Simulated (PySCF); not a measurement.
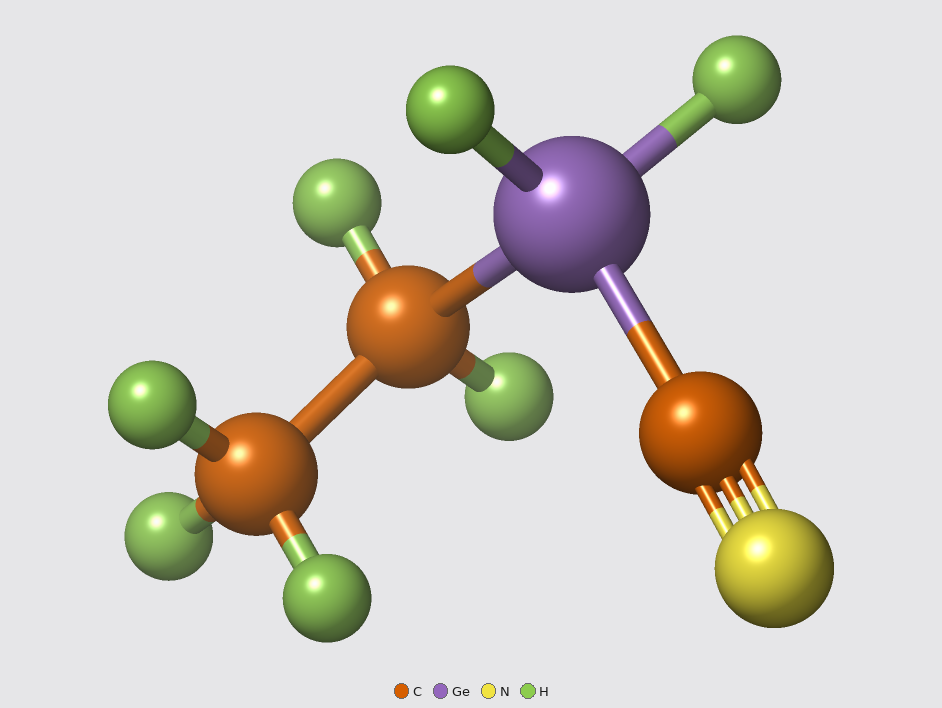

The geometry was computed by an optimisation with PBE0-D3(BJ)/def2-SVP. No frequency run is at hand to confirm it as a minimum.

Draw it as a skeletal formula.

SMILES: C[CH2][GeH2][C]#N

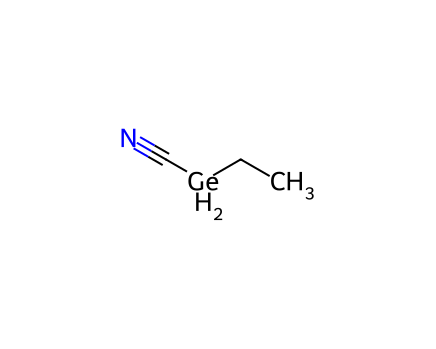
